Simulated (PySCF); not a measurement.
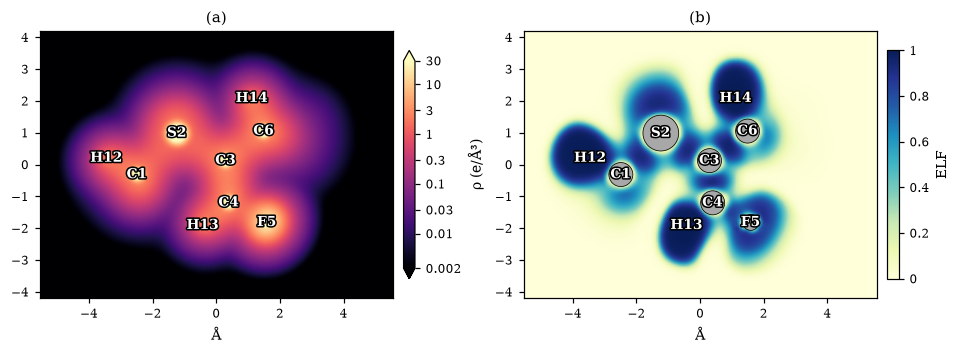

Figure 1: C6H8FNS. (a) electron density; (b) ELF on the plane of atoms C3, C4 and H13. Grey discs cover the atomic cores in the ELF map.

Geometry: GFN2-xTB.

All numbers below come from PBE0/pcSseg-1, SCF density, gas phase, non-relativistic (PySCF).

```yaml
atoms:
  - { symbol: C, position_ang: [2.9524, -0.1712, 0.4020] }
  - { symbol: S, position_ang: [1.3788, -0.8082, 1.0326] }
  - { symbol: C, position_ang: [0.1669, -0.1220, -0.0405] }
  - { symbol: C, position_ang: [0.4485, 0.7167, -1.0322] }
  - { symbol: F, position_ang: [-0.5189, 1.2188, -1.8244] }
  - { symbol: C, position_ang: [-1.2363, -0.5824, 0.2928] }
  - { symbol: C, position_ang: [-2.1229, 0.5731, 0.7759] }
  - { symbol: C, position_ang: [-1.8215, -1.2109, -0.8736] }
  - { symbol: N, position_ang: [-2.2772, -1.7112, -1.7936] }
  - { symbol: H, position_ang: [3.0905, -0.4905, -0.6265] }
  - { symbol: H, position_ang: [2.9757, 0.9108, 0.4888] }
  - { symbol: H, position_ang: [3.7197, -0.6086, 1.0333] }
  - { symbol: H, position_ang: [1.4214, 1.0850, -1.3112] }
  - { symbol: H, position_ang: [-1.1678, -1.3436, 1.0800] }
  - { symbol: H, position_ang: [-1.6775, 1.0332, 1.6549] }
  - { symbol: H, position_ang: [-3.1108, 0.1996, 1.0343] }
  - { symbol: H, position_ang: [-2.2280, 1.3232, -0.0036] }
```

Q: What do the fields say about this system?

A: Atoms in the plane: C, S, F and H.
C–C (1.33 Å): the density is about 2.3 e/Å³ at the midpoint; the ELF peaks at about 0.90 between the atoms; a short, multiple covalent bond.
C–F (1.35 Å): ρ is about 2.2 e/Å³ halfway, with its minimum of 1.7 e/Å³ about 0.5 Å from C; the ELF peaks at about 0.85 between the atoms; a shared but strongly polarised pair.
C–S (1.76 Å): ρ is about 1.3 e/Å³ halfway; the ELF peaks at about 0.90 between the atoms: a shared electron pair.
C–H (1.08 Å): ρ is about 2.1 e/Å³ halfway; the ELF climbs to about 1 towards the hydrogen, as it does in any bond to H: a covalent bond by its length.
C–C (1.51 Å): ρ is about 1.7 e/Å³ halfway; the ELF peaks at about 0.95 between the atoms (a shared electron pair).
The ELF also peaks beside F5 and S2, away from the bonds: lone-pair regions.
